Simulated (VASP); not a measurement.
# Ni2SeS: structure and properties in VASP, part 3 of 5

Wanted: the relaxed cell of Ni2SeS and its properties. The cell is invented: it takes the structure of a Materials Project entry for Mg2SeS (space group 115 there), with some of its atoms replaced by other elements, volume scaled by an estimate. It may not be a known or stable phase. Left out of this account: 1 further run (bands with AM05: it shows nothing beyond the runs told).

VASP 6.6.1; AM05, spin-polarised from a ferromagnetic start; plane waves and PAW (Se, Ni, S); invented cell.

Still holding for the runs below: The k-mesh is coarse for a metal.

So far. Step 2 (Rough relaxation of the start cell): It ends with a largest force of 0.025 eV/Å and a pressure of -0.02 GPa. Step 3 (Relaxing cell and atoms (AM05)): It ends with a largest force of 0.009 eV/Å and a pressure of -0.04 GPa.

## (4) Single point with fields (AM05)

The relaxed cell gets a fresh self-consistent run, on a basis set for its own volume, to fix the density and to check the remaining stress.

INCAR

```
SYSTEM = Ni2SeS
PREC = Accurate
ENCUT = 400
EDIFF = 1E-06
NELM = 100
ISMEAR = 0
SIGMA = 0.05
LREAL = .FALSE.
ALGO = Normal
GGA = AM
NBANDS = 24
ISPIN = 2
MAGMOM = 0 1 1 0
LMAXMIX = 4
LORBIT = 11
LWAVE = .FALSE.
LCHARG = .TRUE.
ISIF = 2
LELF = .TRUE.
LVHAR = .TRUE.
```

POSCAR

```
Ni2SeS
1.0
    3.7190135103      0.0000000000      0.0000000000
    0.0000000000      3.7190135103      0.0000000000
    0.0000000000      0.0000000000      4.7772487220
Se Ni S
1 2 1
Direct
    0.5000000000      0.5000000000      0.0000000000
    0.5000000000      0.0000000000      0.2817786013
    0.0000000000      0.5000000000      0.7182213987
    0.0000000000      0.0000000000      0.5000000000
```

KPOINTS

```
Automatic mesh
0
Gamma
6 6 5
0 0 0
```

PAW data sets: Se, Ni and S (PBE family, release 64).

The run is started by

```
$ mpirun -np 2 vasp_std
```

Log:

```text
[banner, memory and clock lines left out]
running    2 mpi-ranks, on    1 nodes
 distrk:  each k-point on    2 cores,    1 groups
 distr:  one band on    1 cores,    2 groups

 POSCAR found type information on POSCAR SeNiS
 POSCAR found :  3 types and       4 ions
 [... a notice as in an earlier step ...]

 LDA part: xc-table for (Slater+PW92), standard interpolation
 POSCAR, INCAR and KPOINTS ok, starting setup
 FFT: planning ... GRIDC
 FFT: planning ... GRID_SOFT
 FFT: planning ... GRID
 WAVECAR not read
 entering main loop
       N       E                     dE             d eps       ncg     rms          rms(c)
DAV:   1     0.189337017012E+03    0.18934E+03   -0.12229E+04  2888   0.122E+03
DAV:   2    -0.740423529517E+01   -0.19674E+03   -0.18438E+03  3032   0.278E+02
DAV:   3    -0.227406510176E+02   -0.15336E+02   -0.14960E+02  3592   0.891E+01
DAV:   4    -0.231193045475E+02   -0.37865E+00   -0.37807E+00  3416   0.147E+01
DAV:   5    -0.231305751441E+02   -0.11271E-01   -0.11268E-01  3568   0.253E+00    0.182E+01
DAV:   6    -0.255749073036E+02   -0.24443E+01   -0.36250E+01  3360   0.112E+02    0.241E+01
DAV:   7    -0.205464347945E+02    0.50285E+01   -0.12313E+01  3384   0.827E+01    0.603E+00
DAV:   8    -0.207095023083E+02   -0.16307E+00   -0.16374E+00  3752   0.972E+00    0.266E+00
DAV:   9    -0.206798822115E+02    0.29620E-01   -0.74628E-02  3992   0.420E+00    0.118E+00
DAV:  10    -0.206821653692E+02   -0.22832E-02   -0.79523E-03  4008   0.793E-01    0.614E-01
DAV:  11    -0.206824112582E+02   -0.24589E-03   -0.33154E-03  3760   0.750E-01    0.145E-01
DAV:  12    -0.206825608864E+02   -0.14963E-03   -0.12315E-03  3872   0.310E-01    0.643E-02
DAV:  13    -0.206825858075E+02   -0.24921E-04   -0.63375E-05  3488   0.704E-02    0.328E-02
DAV:  14    -0.206825874369E+02   -0.16294E-05   -0.78284E-06  3992   0.305E-02    0.265E-02
DAV:  15    -0.206825916101E+02   -0.41732E-05   -0.95110E-06  3808   0.308E-02    0.711E-03
DAV:  16    -0.206825929186E+02   -0.13085E-05   -0.17337E-06  2880   0.100E-02    0.420E-03
DAV:  17    -0.206825931420E+02   -0.22337E-06   -0.24472E-07  2080   0.522E-03
   1 F= -.20682593E+02 E0= -.20681412E+02  d E =-.236309E-02  mag=    -0.0000
```

Run time: 58 s. Hardware: 2 MPI ranks of AMD EPYC 7R43, shared host; peak memory 0.23 GiB.

From OUTCAR (step 4):

```text
  LATTYP: Found a simple tetragonal cell.
 ALAT       =     3.7190135103
 C/A-ratio  =     1.2845472889

The static configuration has the point symmetry D_2d.

 Found     30 irreducible k-points:

   ENCUT  =  400.0 eV  29.40 Ry    5.42 a.u.   6.06  6.06  7.79*2*pi/ulx,y,z

   NELECT =      32.0000    total number of electrons

 E-fermi :   5.9065

 spin component 1
 k-point     1 :       0.0000    0.0000    0.0000
  band No.  band energies     occupation
    ...
     11       4.1674      1.00000
     12       4.1977      1.00000
     13       4.5637      1.00000
     14       4.7701      1.00000
     15       4.7701      1.00000
     16       7.8616      0.00000
     17       7.8616      0.00000
     18       7.9946      0.00000
     19       9.5483      0.00000
     20       9.7291      0.00000
    ...

 k-point     2 :       0.1667    0.0000    0.0000
  band No.  band energies     occupation
    ...
     11       4.1149      1.00000
     12       4.1352      1.00000
     13       4.3289      1.00000
     14       4.9545      1.00000
     15       5.0334      1.00000
     16       6.8574      0.00000
     17       7.4319      0.00000
     18       7.7161      0.00000
     19      10.0571      0.00000
     20      10.6491      0.00000
    ...

 k-point     3 :       0.3333    0.0000    0.0000
  band No.  band energies     occupation
    ...
     12       4.0879      1.00000
     13       4.6346      1.00000
     14       4.8340      1.00000
     15       5.6135      1.00000
     16       5.6643      1.00000
     17       6.3357      0.00000
     18       7.2403      0.00000
     19      10.7033      0.00000
     20      11.9571      0.00000
     21      13.1521      0.00000
    ...

 k-point     4 :       0.5000    0.0000    0.0000
  band No.  band energies     occupation
    ...
     12       3.9319      1.00000
     13       4.5600      1.00000
     14       4.9749      1.00000
     15       5.1403      1.00000
     16       5.7322      1.00000
     17       6.4123      0.00000
     18       6.5456      0.00000
     19      11.3919      0.00000
     20      12.0045      0.00000
     21      13.2519      0.00000
    ...

  Total       -0.0070706     -0.0070706     -0.0378485      0.0000000     -0.0000000      0.0000000
  in kB       -0.1714475     -0.1714475     -0.9177537      0.0000000     -0.0000000      0.0000000
  external PRESSURE =      -0.4202163 kB  Pullay stress =       0.0000000 kB

  energy-cutoff  :      400.00
  volume of cell :       66.07
      direct lattice vectors                 reciprocal lattice vectors
     3.719013510  0.000000000  0.000000000     0.268888510  0.000000000  0.000000000
     0.000000000  3.719013510  0.000000000     0.000000000  0.268888510  0.000000000
     0.000000000  0.000000000  4.777248722     0.000000000  0.000000000  0.209325505

 POSITION                                       TOTAL-FORCE (eV/Angst)
 -----------------------------------------------------------------------------------
      1.85951      1.85951      0.00000         0.000000     -0.000000      0.000000
      1.85951      0.00000      1.34613        -0.000000      0.000000      0.008171
      0.00000      1.85951      3.43112         0.000000      0.000000     -0.008171
      0.00000      0.00000      2.38862         0.000000      0.000000      0.000000
 -----------------------------------------------------------------------------------
    total drift:                                0.000000      0.000000      0.000000

  FREE ENERGIE OF THE ION-ELECTRON SYSTEM (eV)
  ---------------------------------------------------
  free  energy   TOTEN  =       -20.6825931420 eV

  energy  without entropy=      -20.6802300546  energy(sigma->0) =      -20.68141160

 magnetization (x)
# of ion       s       p       d       tot
------------------------------------------
    1       -0.000  -0.000  -0.000  -0.000
    2        0.000   0.000   0.000   0.000
    3        0.000   0.000   0.000   0.000
    4       -0.000  -0.000   0.000  -0.000
--------------------------------------------------
tot          0.000  -0.000   0.000   0.000

[... 5 parts as in an earlier step ...]

[... 10 further parts left out ...]
```

With spin, VASP writes an ELF for each channel.

This step gave:

- SCF cycles: 17
- pressure: -0.04202 GPa

Valence electrons inside each PAW sphere by angular momentum. Sphere charges, by row:

```tsv
atom	s (e)	p (e)	d (e)	tot (e)
Se1	1.456	2.309	0.091	3.857
Ni2	0.493	0.545	8.42	9.458
Ni3	0.493	0.545	8.42	9.458
S4	1.318	2.358	0	3.676
```

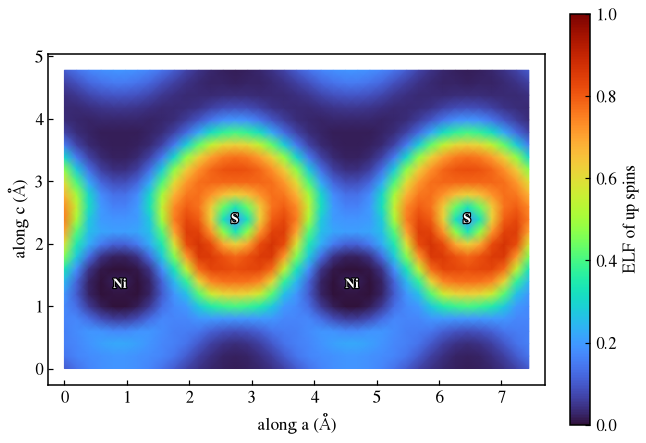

ELF of up spins in the ac plane at fractional y = 0.000, with atoms of Ni and S within 0.2 Å of it. It is the smooth field of the valence electrons, not physical close to the nuclei. The map starts off the cell's origin, so that atoms lie inside it.

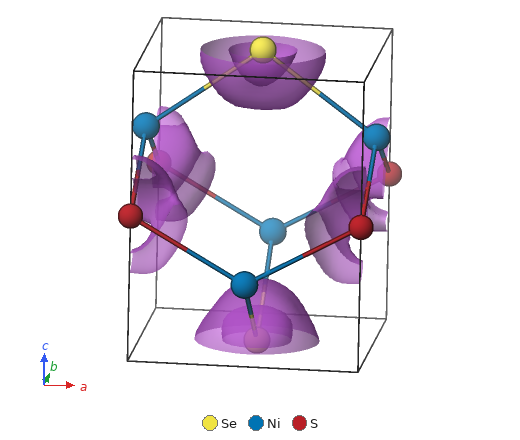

Surface of ELF of up spins = 0.79.

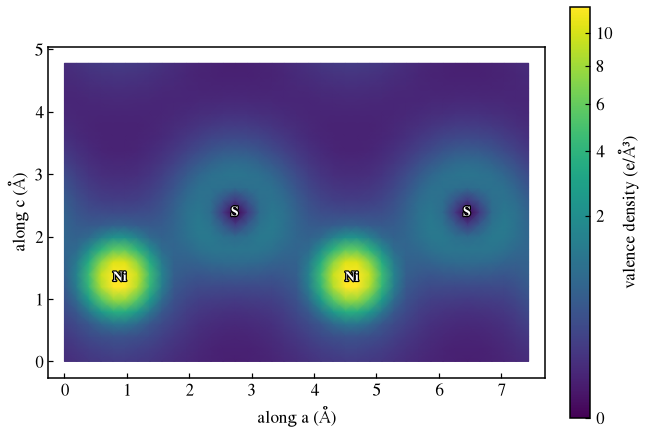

Valence density in the ac plane at fractional y = 0.000, with atoms of Ni and S within 0.2 Å of it. It is the smooth field of the valence electrons, not physical close to the nuclei. The map starts off the cell's origin, so that atoms lie inside it. The colour scale is stretched toward low values.

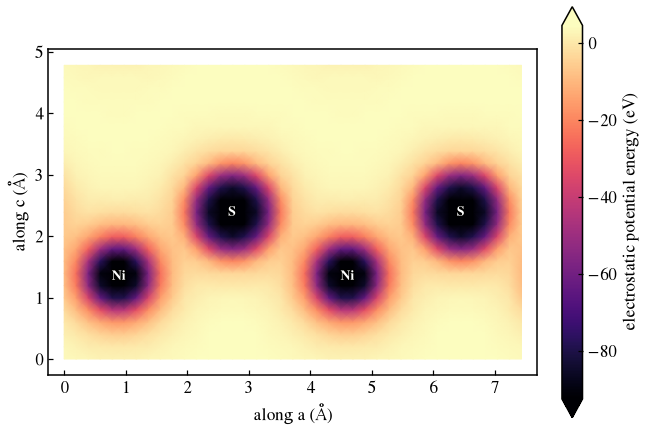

Electrostatic potential energy in the ac plane at fractional y = 0.000, with atoms of Ni and S within 0.2 Å of it. With pseudopotentials it is smooth inside the atoms' cores, unlike the true potential. The map starts off the cell's origin, so that atoms lie inside it.

In this run the pressure is -0.04 GPa, small enough to go on.

## (5) Band structure (AM05)

Levels along the symmetry lines show where the bands peak and cross; KPOINTS_OPT computes them in the converged potential.

Changes to INCAR since step 4:

```diff
@@ -10,3 +10,3 @@
 GGA = AM
-NBANDS = 24
+NBANDS = 32
 ISPIN = 2
@@ -16,5 +16,3 @@
 LWAVE = .FALSE.
-LCHARG = .TRUE.
-ISIF = 2
-LELF = .TRUE.
-LVHAR = .TRUE.
+LCHARG = .FALSE.
+KPAR = 2
```

POSCAR is that of step 4.

KPOINTS is that of step 4.

KPOINTS_OPT

```
Line mode
16
Line-mode
Reciprocal
  0.00000000   0.00000000   0.00000000 GAMMA
  0.00000000   0.50000000   0.00000000 X

  0.00000000   0.50000000   0.00000000 X
  0.50000000   0.50000000   0.00000000 M

  0.50000000   0.50000000   0.00000000 M
  0.00000000   0.00000000   0.00000000 GAMMA

  0.00000000   0.00000000   0.00000000 GAMMA
  0.00000000   0.00000000   0.50000000 Z

  0.00000000   0.00000000   0.50000000 Z
  0.00000000   0.50000000   0.50000000 R

  0.00000000   0.50000000   0.50000000 R
  0.50000000   0.50000000   0.50000000 A

  0.50000000   0.50000000   0.50000000 A
  0.00000000   0.00000000   0.50000000 Z

  0.00000000   0.50000000   0.00000000 X
  0.00000000   0.50000000   0.50000000 R

  0.50000000   0.50000000   0.00000000 M
  0.50000000   0.50000000   0.50000000 A
```

The run is started by

```
$ mpirun -np 2 vasp_std
```

Log:

```text
[... set-up lines as in an earlier step ...]
 entering main loop
       N       E                     dE             d eps       ncg     rms          rms(c)
DAV:   1     0.202436272960E+03    0.20244E+03   -0.11430E+04  3848   0.916E+02
DAV:   2    -0.432017870420E+01   -0.20676E+03   -0.18635E+03  4040   0.234E+02
DAV:   3    -0.227276205697E+02   -0.18407E+02   -0.17634E+02  4656   0.772E+01
DAV:   4    -0.231227874244E+02   -0.39517E+00   -0.39419E+00  4512   0.116E+01
DAV:   5    -0.231308585647E+02   -0.80711E-02   -0.80704E-02  4968   0.165E+00    0.182E+01
DAV:   6    -0.256733126783E+02   -0.25425E+01   -0.20530E+01  4472   0.840E+01    0.243E+01
DAV:   7    -0.206260595026E+02    0.50473E+01   -0.86739E+00  4816   0.620E+01    0.574E+00
DAV:   8    -0.206939019920E+02   -0.67842E-01   -0.50023E-01  4840   0.560E+00    0.249E+00
DAV:   9    -0.206801258387E+02    0.13776E-01   -0.37774E-02  5224   0.186E+00    0.101E+00
DAV:  10    -0.206818686722E+02   -0.17428E-02   -0.35388E-03  5256   0.560E-01    0.448E-01
DAV:  11    -0.206824629552E+02   -0.59428E-03   -0.10634E-03  5328   0.384E-01    0.110E-01
DAV:  12    -0.206825546682E+02   -0.91713E-04   -0.46402E-04  4824   0.138E-01    0.495E-02
DAV:  13    -0.206825797716E+02   -0.25103E-04   -0.24512E-05  4600   0.365E-02    0.281E-02
DAV:  14    -0.206825886927E+02   -0.89211E-05   -0.62819E-06  4368   0.179E-02    0.168E-02
DAV:  15    -0.206825926022E+02   -0.39095E-05   -0.35937E-06  4480   0.177E-02    0.624E-03
DAV:  16    -0.206825930547E+02   -0.45249E-06   -0.61130E-07  3424   0.564E-03
   1 F= -.20682593E+02 E0= -.20681411E+02  d E =-.236316E-02  mag=    -0.0000
 Start KPOINTS_OPT (optional k-point list driver)
k-point batch [1-30\144]
       N       E                     dE             ncg
DAV:   1     0.830965425538E+04   -0.10319E+05     3856
DAV:   2     0.222629200040E+04   -0.60834E+04     4032
DAV:   3     0.168351410988E+04   -0.54278E+03     4656
DAV:   4     0.167240194311E+04   -0.11112E+02     4448
DAV:   5     0.167216910515E+04   -0.23284E+00     5504
DAV:   6     0.167216554500E+04   -0.35602E-02     4504
DAV:   7     0.167216533154E+04   -0.21346E-03     5640
DAV:   8     0.167216533091E+04   -0.62990E-06     3200
[...]
k-point batch [121-144\144]
       N       E                     dE             ncg
DAV:   1     0.113309076576E+05   -0.17779E+05     3080
DAV:   2     0.646625818666E+04   -0.48646E+04     3200
DAV:   3     0.604577943134E+04   -0.42048E+03     3736
DAV:   4     0.603738129891E+04   -0.83981E+01     3768
DAV:   5     0.603720722376E+04   -0.17408E+00     4424
DAV:   6     0.603720506204E+04   -0.21617E-02     3848
DAV:   7     0.603720493860E+04   -0.12344E-03     4288
DAV:   8     0.603720493819E+04   -0.40727E-06     2896
```

It took 2.3 min on 2 MPI ranks; peak memory 0.46 GiB; 4.6 min of CPU time.

Parts of OUTCAR (step 5):

```text
   k-points           NKPTS =     30   k-points in BZ     NKDIM =     30   number of bands    NBANDS=     32

   NELECT =      32.0000    total number of electrons

 E-fermi :   5.9065

 spin component 1
 k-point     1 :       0.0000    0.0000    0.0000
  band No.  band energies     occupation
    ...
     11       4.1675      1.00000
     12       4.1978      1.00000
     13       4.5638      1.00000
     14       4.7702      1.00000
     15       4.7702      1.00000
     16       7.8616      0.00000
     17       7.8616      0.00000
     18       7.9946      0.00000
     19       9.5484      0.00000
     20       9.7290      0.00000
    ...

 k-point     2 :       0.1667    0.0000    0.0000
  band No.  band energies     occupation
    ...
     11       4.1150      1.00000
     12       4.1354      1.00000
     13       4.3291      1.00000
     14       4.9546      1.00000
     15       5.0335      1.00000
     16       6.8575      0.00000
     17       7.4320      0.00000
     18       7.7162      0.00000
     19      10.0571      0.00000
     20      10.6491      0.00000
    ...

  Total       -0.0050621     -0.0050621     -0.0357179      0.0000000      0.0000000      0.0000000
  in kB       -0.1227472     -0.1227472     -0.8660893      0.0000000      0.0000000      0.0000000
  external PRESSURE =      -0.3705279 kB  Pullay stress =       0.0000000 kB

 POSITION                                       TOTAL-FORCE (eV/Angst)
 -----------------------------------------------------------------------------------
      1.85951      1.85951      0.00000         0.000000     -0.000000      0.000000
      1.85951      0.00000      1.34613         0.000000     -0.000000      0.008166
      0.00000      1.85951      3.43112        -0.000000     -0.000000     -0.008166
      0.00000      0.00000      2.38862         0.000000      0.000000      0.000000
 -----------------------------------------------------------------------------------
    total drift:                                0.000000      0.000000      0.000000

  FREE ENERGIE OF THE ION-ELECTRON SYSTEM (eV)
  ---------------------------------------------------
  free  energy   TOTEN  =       -20.6825930547 eV

  energy  without entropy=      -20.6802298987  energy(sigma->0) =      -20.68141148

 magnetization (x)
# of ion       s       p       d       tot
------------------------------------------
    1       -0.000  -0.000  -0.000  -0.000
    2       -0.000  -0.000  -0.000  -0.000
    3       -0.000  -0.000  -0.000  -0.000
    4       -0.000  -0.000   0.000  -0.000
--------------------------------------------------
tot         -0.000  -0.000  -0.000  -0.000

[... 8 parts as in an earlier step ...]

[... 13 further parts left out ...]
```

Spin-orbit coupling is off here; it would split degenerate levels.

Numbers from this step:

```
SCF cycles : 16
bands      : 32
pressure   : -0.03705 GPa
```

Both spin channels agree. Electronic bands along the path, in eV, zero at the Fermi level; # counts the bands kept, so #1 is VASP's band 3:

```tsv
point	#11	#12	#13	#14	#15	#16	#17	#18
Γ	-1.34	-1.14	-1.14	1.96	1.96	2.09	3.64	3.82
X	-1.35	-0.93	-0.77	-0.17	0.51	0.64	5.49	6.10
M	-1.73	-1.60	-1.60	-0.74	-0.74	-0.64	3.90	4.82
Γ	-1.34	-1.14	-1.14	1.96	1.96	2.09	3.64	3.82
Z	0.04	0.04	0.30	0.40	0.40	0.53	4.84	4.92
R	-1.70	-1.69	0.45	0.54	0.74	0.92	4.57	4.76
A	-1.66	-1.66	-1.45	-1.11	-0.41	-0.41	6.84	7.27
Z	0.04	0.04	0.30	0.40	0.40	0.53	4.84	4.92
jump to X	-1.35	-0.93	-0.77	-0.17	0.51	0.64	5.49	6.10
R	-1.70	-1.69	0.45	0.54	0.74	0.92	4.57	4.76
jump to M	-1.73	-1.60	-1.60	-0.74	-0.74	-0.64	3.90	4.82
A	-1.66	-1.66	-1.45	-1.11	-0.41	-0.41	6.84	7.27
```

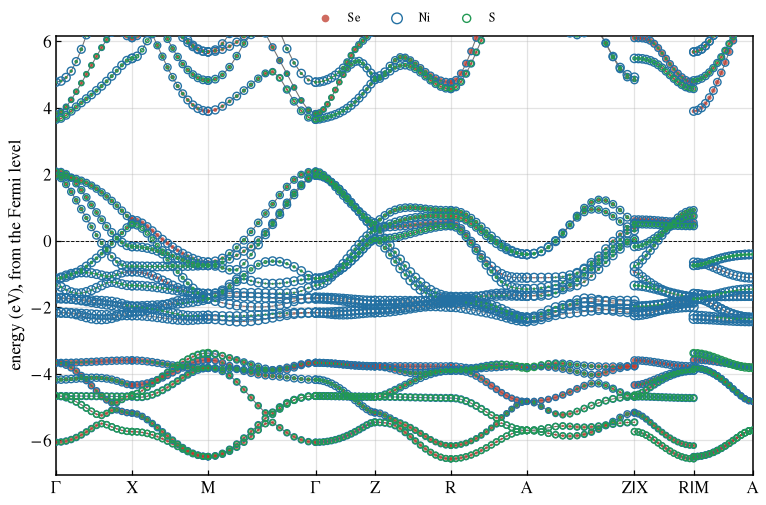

Electronic bands along the path; dots are coloured as in the legend, and their area grows with the weight.

There is no gap at this level.

[end of part 3 of 5]

[Lines on the potential files, build, host, timing and source positions are cut from VASP's logs without a mark.]

[Logs are printed without paths, hosts, clocks, repeated set-up lines and the standing remarks that a program may print on its own settings, such as how far it seeks lower states.]

[Hosts, paths, dates, database ids (printed as entryN), source tags and the programs' standing remarks are cut or masked in the printed files.]

[A measured line is paired with the nearest computed mode of its activity, which favours agreement.]
